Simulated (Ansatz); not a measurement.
# O₂+ (doublet): PBE, BLYP, r2SCAN, B97M-V, PBE0, B3LYP, wB97M-V, B2PLYP over vertical gaps between states, def2-QZVPP, part 2 of 2

Ansatz 0.2.0, Gaussian basis; def2-QZVPP, all electrons in the functionals, frozen cores in the correlation of double hybrids and RPA. Earlier steps stand in the parts before.

**11. PBE0, charge 1, quartet**

Input file in.yaml:

```yaml
crystal:
  periodic: [false, false, false]
  atoms:
    - {symbol: O, position_ang: [0.000000, 0.000000, 0.000000]}
    - {symbol: O, position_ang: [0.000000, 0.000000, 1.098200]}
basis:
  gaussian: {orbitals: "def2-QZVPP.json"}
total_charge: 1
magnetization: {spin_polarized: true, initial_magnetization: 3}
hamiltonian: {xc: {name: PBE0}}
output: {orbitals: {seedname: orbitals}}
```

Launch:

```sh
$ ansatz run in.yaml --threads 1 --pin off --events-out ev --progress --plain --max-ram 2393MiB
```

Output:

```text
Functional definition: PBE0
  name "PBE0"
  cite "Adamo & Barone, J. Chem. Phys. 110, 6158 (1999) doi:10.1063/1.478522"
  cite "Perdew, Burke & Ernzerhof, Phys. Rev. Lett. 77, 3865 (1996) doi:10.1103/PhysRevLett.77.3865"
  parent pbe
  parameter a = 0.25
  parameter kappa = 0.804
  parameter beta = 0.06672455060314922
  exchange = (1 - a)*pbe_x(kappa = kappa, mu = beta*pi^2/3) + a*exact_x
  correlation = pbe_c(beta = beta)
356 factors; their error is unknown
mean field evaluation 1: about -4067.5924 eV, gradient 2.4e1 eV
mean field evaluation 2: about -4068.6111 eV, gradient 1.5e1 eV
mean field evaluation 4: about -4069.2061 eV, gradient 1.5e-1 eV
mean field evaluation 8: about -4069.2119 eV, gradient 1.2e-3 eV
mean field evaluation 16: about -4069.2608 eV, gradient 1.4e0 eV
mean field evaluation 32: about -4069.5058 eV, gradient 2.9e0 eV
mean field -4069.83280215 eV, -149.5635968471 hartree, gradient 1.4e-5 eV, S^2 3.758914; 4 other end points of the search recorded, 0 dependent functions left out
reference -4069.83281555 eV, -149.5635973397 hartree; 9, 6 occupied and 105, 108 virtual orbitals, 356 factors
Total energy: -4069.83281555 eV, -149.5635973397 hartree
```

Run time: 4.2 s. Hardware: 1 thread of Arm Neoverse V2, shared host.

From the report: ⟨S²⟩ of the determinant 3.759 (pure quartet: 3.75).

From charge 1, doublet: +141.2 kcal/mol.

**12. B3LYP, charge 1, doublet**

in.yaml: that of step 11 with these lines changed.

```diff
@@ -8,4 +8,3 @@
 total_charge: 1
-magnetization: {spin_polarized: true, initial_magnetization: 3}
-hamiltonian: {xc: {name: PBE0}}
-output: {orbitals: {seedname: orbitals}}
+magnetization: {spin_polarized: true, initial_magnetization: 1}
+hamiltonian: {xc: {name: B3LYP}}
```

Same command.

Output:

```text
Functional definition: B3LYP
  name "B3LYP"
  cite "Stephens, Devlin, Chabalowski & Frisch, J. Phys. Chem. 98, 11623 (1994) doi:10.1021/j100096a001"
  cite "Becke, Phys. Rev. A 38, 3098 (1988) doi:10.1103/PhysRevA.38.3098"
  cite "Lee, Yang & Parr, Phys. Rev. B 37, 785 (1988) doi:10.1103/PhysRevB.37.785"
  cite "Vosko, Wilk & Nusair, Can. J. Phys. 58, 1200 (1980) doi:10.1139/p80-159"
  parameter a0 = 0.2
  parameter ax = 0.72
  parameter ac = 0.81
  exchange = (1 - a0 - ax)*slater_x + ax*b88_x + a0*exact_x
  correlation = (1 - ac)*vwn_rpa_c + ac*lyp_c
356 factors; their error is unknown
mean field evaluation 1: about -4078.3175 eV, gradient 2.5e1 eV
mean field evaluation 2: about -4079.3685 eV, gradient 1.6e1 eV
mean field evaluation 4: about -4080.0172 eV, gradient 1.7e-1 eV
mean field evaluation 8: about -4080.0197 eV, gradient 6.8e-4 eV
mean field -4080.01966828 eV, -149.9379572725 hartree, gradient 1.3e-5 eV, S^2 0.752637; 0 other end points of the search recorded, 0 dependent functions left out
reference -4080.01978630 eV, -149.9379616098 hartree; 8, 7 occupied and 106, 107 virtual orbitals, 356 factors
Total energy: -4080.01978630 eV, -149.9379616098 hartree
```

Run time: 1.2 s. Hardware: 1 thread of Arm Neoverse V2, shared host.

From the report: ⟨S²⟩ of the determinant 0.753 (pure doublet: 0.75).

**13. B3LYP, charge 1, quartet**

in.yaml: that of step 12 with these lines changed.

```diff
@@ -8,3 +8,3 @@
 total_charge: 1
-magnetization: {spin_polarized: true, initial_magnetization: 1}
+magnetization: {spin_polarized: true, initial_magnetization: 3}
 hamiltonian: {xc: {name: B3LYP}}
```

Launched as before.

Output, shortened:

```text
Functional definition: B3LYP
  name "B3LYP"
  cite "Stephens, Devlin, Chabalowski & Frisch, J. Phys. Chem. 98, 11623 (1994) doi:10.1021/j100096a001"
  cite "Becke, Phys. Rev. A 38, 3098 (1988) doi:10.1103/PhysRevA.38.3098"
  cite "Lee, Yang & Parr, Phys. Rev. B 37, 785 (1988) doi:10.1103/PhysRevB.37.785"
  cite "Vosko, Wilk & Nusair, Can. J. Phys. 58, 1200 (1980) doi:10.1139/p80-159"
[...]
356 factors; their error is unknown
[...]
mean field -4073.70306029 eV, -149.7058262107 hartree, gradient 1.0e-5 eV, S^2 3.757792; 4 other end points of the search recorded, 0 dependent functions left out
reference -4073.70317797 eV, -149.7058305350 hartree; 9, 6 occupied and 105, 108 virtual orbitals, 356 factors
Total energy: -4073.70317797 eV, -149.7058305350 hartree
```

Run time: 5.5 s. Hardware: 1 thread of Arm Neoverse V2, shared host.

From the report: ⟨S²⟩ of the determinant 3.758 (pure quartet: 3.75).

From charge 1, doublet: +145.7 kcal/mol.

**14. wB97M-V, charge 1, doublet**

in.yaml: that of step 13 with these lines changed.

```diff
@@ -8,3 +8,4 @@
 total_charge: 1
-magnetization: {spin_polarized: true, initial_magnetization: 3}
-hamiltonian: {xc: {name: B3LYP}}
+magnetization: {spin_polarized: true, initial_magnetization: 1}
+hamiltonian: {xc: {name: wB97M-V}}
+output: {orbitals: {seedname: orbitals}}
```

Same command.

Output, shortened:

```text
Functional definition: wB97M-V
  name "wB97M-V"
  cite "Mardirossian & Head-Gordon, J. Chem. Phys. 144, 214110 (2016) doi:10.1063/1.4952647"
  cite "Becke, J. Chem. Phys. 107, 8554 (1997) doi:10.1063/1.475007"
  cite "Vydrov & Van Voorhis, J. Chem. Phys. 133, 244103 (2010) doi:10.1063/1.3521275"
  # Of w^i u^j: cxij and so on, Table III.
[...]
  gx(w, u) = 1 - cx + cx01*u + cx10*w
  gss(w, u) = css00 + css04*u^4 + css10*w + css20*w^2 + css43*w^4*u^3
  gos(w, u) = cos00 + cos10*w + (cos20 + cos21*u)*w^2 + (cos60 + cos61*u)*w^6
[...]
      + integral(e_c_pw_mod_opposite_spin*gos(b97_w_opposite, b97_u_opposite)) + vv10(b, c)
356 factors; their error is unknown
78 factors; integrals over basis functions are off by at most 1.0e-5 eV
[...]
mean field -4079.23511793 eV, -149.9091255792 hartree, gradient 1.9e-5 eV, S^2 0.752166; 0 other end points of the search recorded, 0 dependent functions left out
reference -4079.23513824 eV, -149.9091263254 hartree; 8, 7 occupied and 106, 107 virtual orbitals, 356 factors
Total energy: -4079.23513824 eV, -149.9091263254 hartree
```

Run time: 3.5 s. Hardware: 1 thread of Arm Neoverse V2, shared host.

From the report: ⟨S²⟩ of the determinant 0.752 (pure doublet: 0.75).

**15. wB97M-V, charge 1, quartet**

in.yaml: that of step 14 with these lines changed.

```diff
@@ -8,3 +8,3 @@
 total_charge: 1
-magnetization: {spin_polarized: true, initial_magnetization: 1}
+magnetization: {spin_polarized: true, initial_magnetization: 3}
 hamiltonian: {xc: {name: wB97M-V}}
```

Launched as before.

Output, shortened:

```text
Functional definition: wB97M-V
  name "wB97M-V"
  cite "Mardirossian & Head-Gordon, J. Chem. Phys. 144, 214110 (2016) doi:10.1063/1.4952647"
  cite "Becke, J. Chem. Phys. 107, 8554 (1997) doi:10.1063/1.475007"
  cite "Vydrov & Van Voorhis, J. Chem. Phys. 133, 244103 (2010) doi:10.1063/1.3521275"
  # Of w^i u^j: cxij and so on, Table III.
[...]
  gx(w, u) = 1 - cx + cx01*u + cx10*w
  gss(w, u) = css00 + css04*u^4 + css10*w + css20*w^2 + css43*w^4*u^3
  gos(w, u) = cos00 + cos10*w + (cos20 + cos21*u)*w^2 + (cos60 + cos61*u)*w^6
[...]
      + integral(e_c_pw_mod_opposite_spin*gos(b97_w_opposite, b97_u_opposite)) + vv10(b, c)
356 factors; their error is unknown
78 factors; integrals over basis functions are off by at most 1.0e-5 eV
[...]
mean field -4072.82049573 eV, -149.6733925613 hartree, gradient 1.2e-5 eV, S^2 3.757026; 4 other end points of the search recorded, 0 dependent functions left out
reference -4072.82051620 eV, -149.6733933133 hartree; 9, 6 occupied and 105, 108 virtual orbitals, 356 factors
Total energy: -4072.82051620 eV, -149.6733933133 hartree
```

Wall time 17 s (1 thread of Arm Neoverse V2, shared host).

From the report: ⟨S²⟩ of the determinant 3.757 (pure quartet: 3.75).

From charge 1, doublet: +147.9 kcal/mol.

**16. B2PLYP, charge 1, doublet**

Input file in.yaml:

```yaml
crystal:
  periodic: [false, false, false]
  atoms:
    - {symbol: O, position_ang: [0.000000, 0.000000, 0.000000]}
    - {symbol: O, position_ang: [0.000000, 0.000000, 1.098200]}
basis:
  gaussian: {orbitals: "def2-QZVPP.json"}
total_charge: 1
magnetization: {spin_polarized: true, initial_magnetization: 1}
hamiltonian: {xc: {name: B2PLYP}}
correlation: {electrons: outside_noble_gas}
```

Launched as before.

Output, shortened:

```text
Functional definition: B2PLYP
  name "B2PLYP"
  cite "Grimme, J. Chem. Phys. 124, 034108 (2006) doi:10.1063/1.2148954"
  cite "Becke, Phys. Rev. A 38, 3098 (1988) doi:10.1103/PhysRevA.38.3098"
  cite "Lee, Yang & Parr, Phys. Rev. B 37, 785 (1988) doi:10.1103/PhysRevB.37.785"
[...]
743 factors; integrals over basis functions are off by at most 6.3e-4 eV
[...]
mean field -4073.77825545 eV, -149.7085895819 hartree, gradient 3.6e-6 eV, S^2 0.755889; 2 other end points of the search recorded, 0 dependent functions left out
2 core orbitals not correlated: weight in the atoms' cores, before any rotation towards them, 1.000 or more for the frozen orbitals, at most 0.000 for the correlated occupied ones
reference -4073.77832902 eV, -149.7085922854 hartree; 6, 5 occupied and 106, 107 virtual orbitals, 743 factors
second order -16.02256731 eV of doubles, -0.00000000 eV of singles
Total energy: -4078.10442220 eV, -149.8675732772 hartree
```

Run time: 3.1 s. Hardware: 1 thread of Arm Neoverse V2, shared host.

From the report: ⟨S²⟩ of the determinant 0.756 (pure doublet: 0.75).

**17. B2PLYP, charge 1, quartet**

in.yaml: that of step 16 with these lines changed.

```diff
@@ -8,3 +8,3 @@
 total_charge: 1
-magnetization: {spin_polarized: true, initial_magnetization: 1}
+magnetization: {spin_polarized: true, initial_magnetization: 3}
 hamiltonian: {xc: {name: B2PLYP}}
```

Launched as before.

Output, shortened:

```text
Functional definition: B2PLYP
  name "B2PLYP"
  cite "Grimme, J. Chem. Phys. 124, 034108 (2006) doi:10.1063/1.2148954"
  cite "Becke, Phys. Rev. A 38, 3098 (1988) doi:10.1103/PhysRevA.38.3098"
  cite "Lee, Yang & Parr, Phys. Rev. B 37, 785 (1988) doi:10.1103/PhysRevB.37.785"
[...]
743 factors; integrals over basis functions are off by at most 6.3e-4 eV
[...]
mean field -4068.52563112 eV, -149.5155591981 hartree, gradient 9.8e-7 eV, S^2 3.764463; 5 other end points of the search recorded, 0 dependent functions left out
2 core orbitals not correlated: weight in the atoms' cores, before any rotation towards them, 1.000 or more for the frozen orbitals, at most 0.000 for the correlated occupied ones
reference -4068.52570428 eV, -149.5155618864 hartree; 7, 4 occupied and 105, 108 virtual orbitals, 743 factors
second order -11.09923973 eV of doubles, -0.00000000 eV of singles
Total energy: -4071.52249900 eV, -149.6256920613 hartree
```

Wall time 5 s (1 thread of Arm Neoverse V2, shared host).

From the report: ⟨S²⟩ of the determinant 3.764 (pure quartet: 3.75).

From charge 1, doublet: +151.8 kcal/mol.

**18. Against the wave-function levels**

No level is safe as a reference over these points; UCCSD(T) serves as a yardstick only. It and the other wave-function rows come from earlier runs at the same points. Energies in kcal/mol, counted from charge 1, doublet; blanks weren't run or aren't comparable.

```tsv
level	doublet to quartet
UCCSD(T)	151.9
PBE	157.4
BLYP	157.5
r2SCAN	142.0
B97M-V	142.4
PBE0	141.2
B3LYP	145.7
wB97M-V	147.9
B2PLYP	151.8
RHF	90.9
UHF	88.0
UMP2	140.0
```

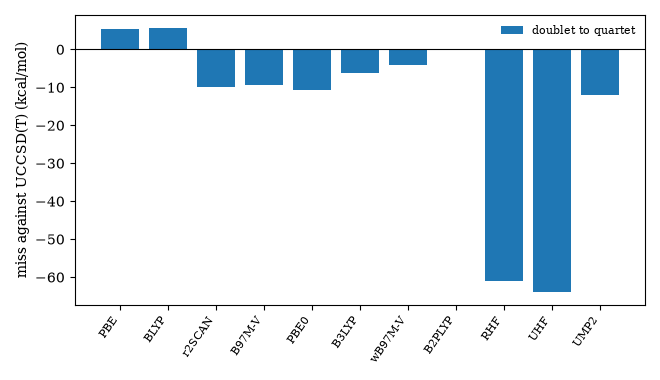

Misses of the gaps against UCCSD(T).

Largest miss and mean time a point (UCCSD(T) took 4 s a point; shared hosts):

```tsv
level	largest miss (kcal/mol)	where	time a point
PBE	+5.5	doublet to quartet	7 s
BLYP	+5.6	doublet to quartet	6.3 s
r2SCAN	-9.9	doublet to quartet	6.7 s
B97M-V	-9.5	doublet to quartet	10 s
PBE0	-10.7	doublet to quartet	2.7 s
B3LYP	-6.2	doublet to quartet	3.4 s
wB97M-V	-4.0	doublet to quartet	10 s
B2PLYP	-0.1	doublet to quartet	4.1 s
RHF	-61.0	doublet to quartet	
UHF	-63.9	doublet to quartet	
UMP2	-11.9	doublet to quartet
```

**19. Results**

What follows sums up all 2 parts.

| quantity | value |
| --- | --- |
| doublet to quartet, UCCSD(T) | 151.9 kcal/mol |
| largest miss, PBE | +5.5 kcal/mol (doublet to quartet) |
| largest miss, BLYP | +5.6 kcal/mol (doublet to quartet) |
| largest miss, r2SCAN | -9.9 kcal/mol (doublet to quartet) |
| largest miss, B97M-V | -9.5 kcal/mol (doublet to quartet) |
| largest miss, PBE0 | -10.7 kcal/mol (doublet to quartet) |
| largest miss, B3LYP | -6.2 kcal/mol (doublet to quartet) |
| largest miss, wB97M-V | -4.0 kcal/mol (doublet to quartet) |
| largest miss, B2PLYP | -0.1 kcal/mol (doublet to quartet) |

Of the functionals, B2PLYP keep the smallest largest miss at the points compared (at most 0.1 kcal/mol) and PBE0 strays most (10.7 kcal/mol, at doublet to quartet). Functionals and the yardstick converge differently with the basis, so part of each miss in def2-QZVPP is the basis. The yardstick itself may be off where one determinant is a poor start.
